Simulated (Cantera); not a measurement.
Input: 1 mol SiHCl3, 0.039 mol Cl2, 40 mol H2, equilibrated at 0.00420 bar.

Method: chemical equilibrium by Gibbs-energy minimisation in Cantera with the NASA 1993 tables (ideal gas, pure condensed phases). Candidate condensed phases: Si; 19 gas species. The tables' values for SiCl3 are old estimates; treat these amounts as uncertain. Kinetics and transport are ignored.

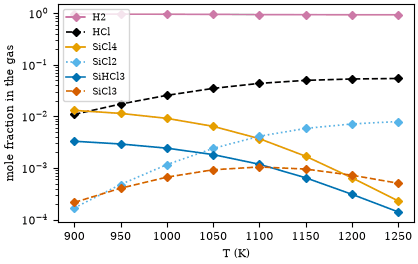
Figure. Equilibrium gas composition (values under 1e-9 drawn at 1e-9)

Q: Read off the mole fractions at 1100 K.

A: H2 about 0.95, HCl about 0.044, SiCl2 about 0.0041, SiCl4 about 0.0037, SiHCl3 about 0.0012, SiCl3 about 0.0010.
